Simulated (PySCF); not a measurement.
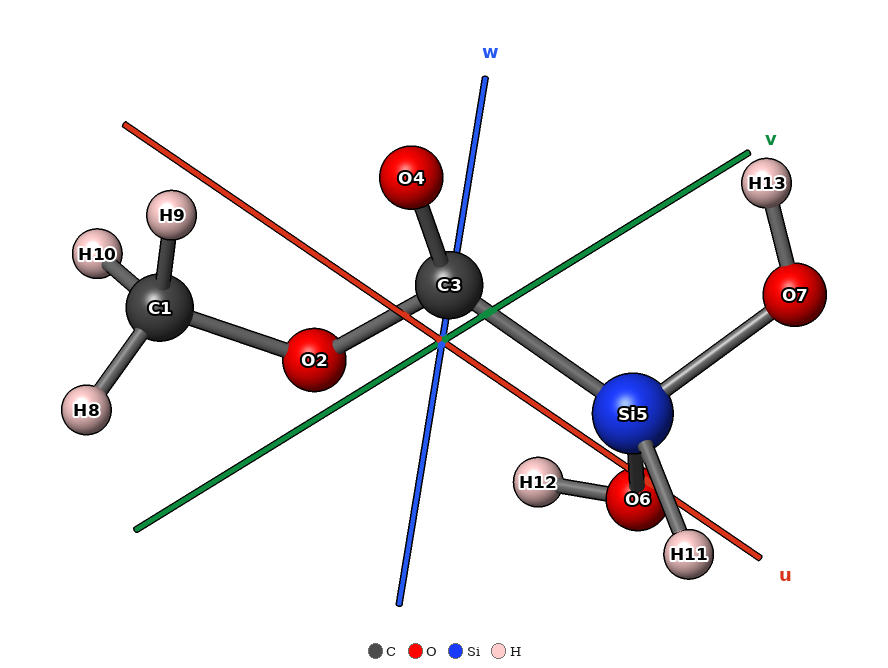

The lines u, v and w are the principal axes of the g tensor. The species has charge −1 and is a spin doublet. The computed structure is the end point of a GFN2-xTB optimisation. No frequency run is at hand to confirm it as a minimum. Properties computed with UKS B3LYP, pcH-1 on C H O Si, non-relativistic, mean-field spin-orbit, GIAO (PySCF 2.14.0).

Along which axis does g lie farthest from the free-electron value?

Answer. Along v (nearly parallel to the O2–C3 bond): the shift is 3017 ppm.

Give the principal values and shifts.

```json
{"axis": "u", "g": "2.00376", "shift (ppm)": "1443"}
{"axis": "v", "g": "2.00534", "shift (ppm)": "3017"}
{"axis": "w", "g": "2.00175", "shift (ppm)": "−571"}
```

The geometry is semi-empirical. Around Si such bond lengths and angles can be off by a tenth of an ångström or more and by several degrees, and values that hang on the shape move with them.
